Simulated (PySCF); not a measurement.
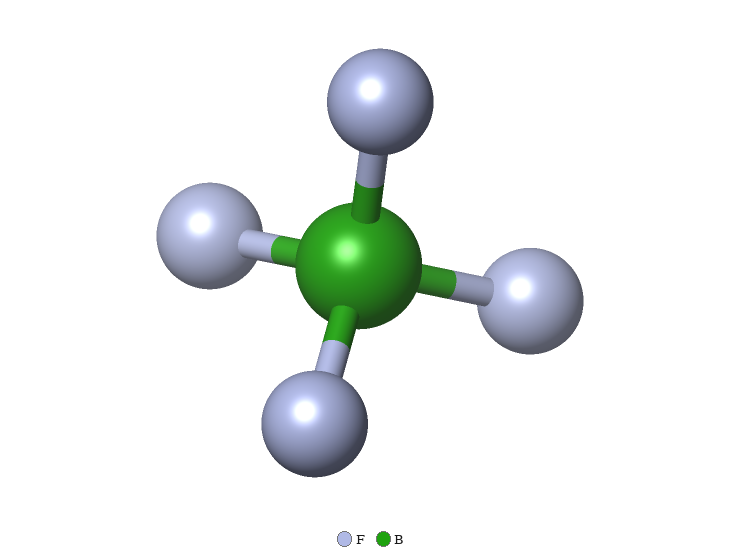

Every bond is drawn as one stick, whatever its order.

State: charge −1, singlet. The geometry was computed by an optimisation with GFN2-xTB. No frequency run is at hand to confirm it as a minimum.

Describe the molecule.

Formula BF₄⁻. As SMILES it reads `F[B-](F)(F)F`. The point group is Td. Coordination: 1 B tetrahedral.

The parts below concern this one geometry. Atoms keep their numbers from picture to picture.

## Charges

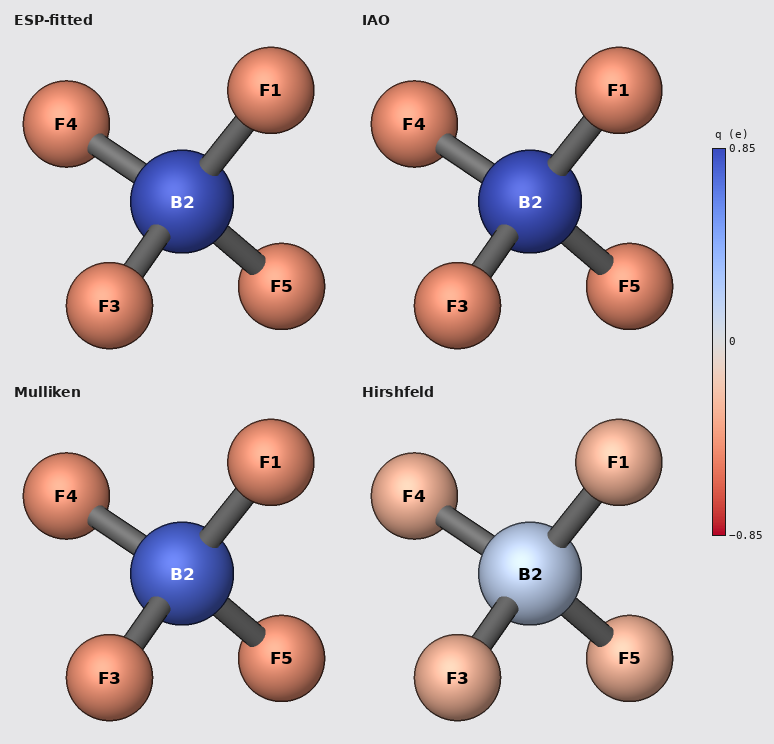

Atomic charges of one calculation by 4 schemes, on one colour scale. No frequency run is at hand to confirm it as a minimum. Method: PBE0/pcSseg-1 (PySCF 2.14.0).

List the charges (e), one line for each set of equivalent atoms.

```
       atom  ESP-fitted    IAO  Mulliken  Hirshfeld
F1, F3, F4…       −0.45  −0.46     −0.44      −0.29
         B2        0.82   0.82      0.76       0.16
```

## NMR shielding

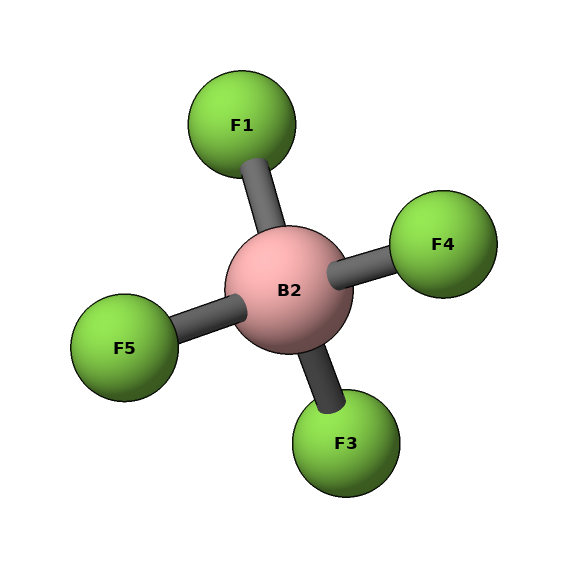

No frequency run is at hand to confirm it as a minimum. Properties computed with GIAO PBE0/pcSseg-1 NMR shielding, non-relativistic, gas phase (PySCF 2.14.0). Principal shieldings σ11 ≤ σ22 ≤ σ33, span Ω = σ33 − σ11, skew κ = 3(σiso − σ22)/Ω.

Give the shielding tensors of the F atoms.

```
       atom    σ11    σ22    σ33   σiso     Ω     κ
F1, F3, F4…  318.1  318.1  409.5  348.6  91.3  1.00
```

Shieldings and span in ppm.

## Spin–spin coupling

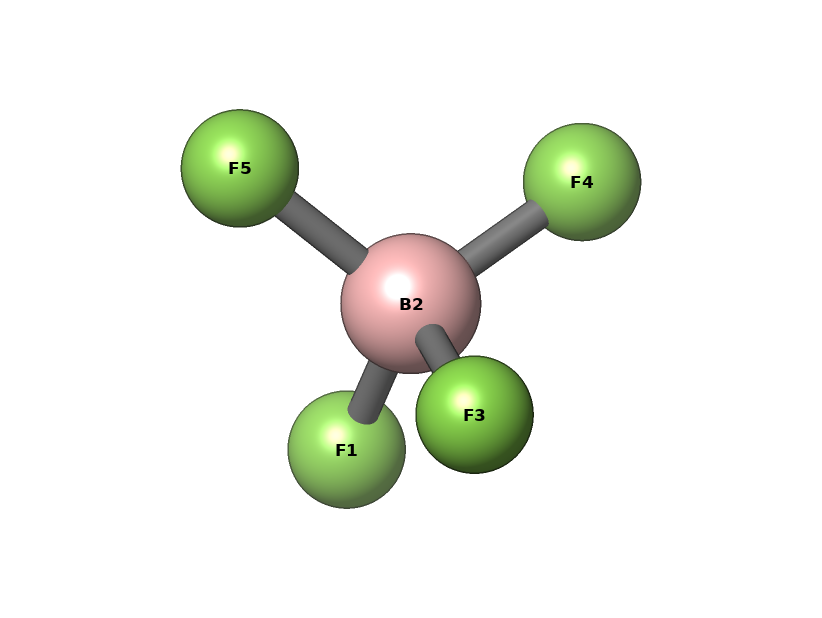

No frequency run is at hand to confirm it as a minimum. Method: B3LYP/pcJ-1 indirect spin-spin coupling, non-relativistic, gas phase (PySCF 2.14.0). Isotopes: 11B, 19F.

Give the spin–spin coupling constants of these pairs, with the number of bonds between them: F1/B2, B2/F4, B2/F5, B2/F3, F1/F3, F1/F5, F1/F4, F3/F4, F3/F5, F4/F5.

```json
{"pair": "F1, B2", "bonds apart": "1", "J (Hz)": "−35.7"}
{"pair": "B2, F4", "bonds apart": "1", "J (Hz)": "−35.7"}
{"pair": "B2, F5", "bonds apart": "1", "J (Hz)": "−35.8"}
{"pair": "B2, F3", "bonds apart": "1", "J (Hz)": "−35.8"}
{"pair": "F1, F3", "bonds apart": "2", "J (Hz)": "30.1"}
{"pair": "F1, F5", "bonds apart": "2", "J (Hz)": "30.7"}
{"pair": "F1, F4", "bonds apart": "2", "J (Hz)": "31.3"}
{"pair": "F3, F4", "bonds apart": "2", "J (Hz)": "31.4"}
{"pair": "F3, F5", "bonds apart": "2", "J (Hz)": "30.2"}
{"pair": "F4, F5", "bonds apart": "2", "J (Hz)": "31.4"}
```

Density functionals are unreliable for couplings to fluorine, so those rows may be far off.

Mulliken values depend strongly on the basis set and can even reverse the polarity of a bond. The geometry is semi-empirical. Around B such bond lengths and angles can be off by a tenth of an ångström or more and by several degrees, and values that hang on the shape move with them.
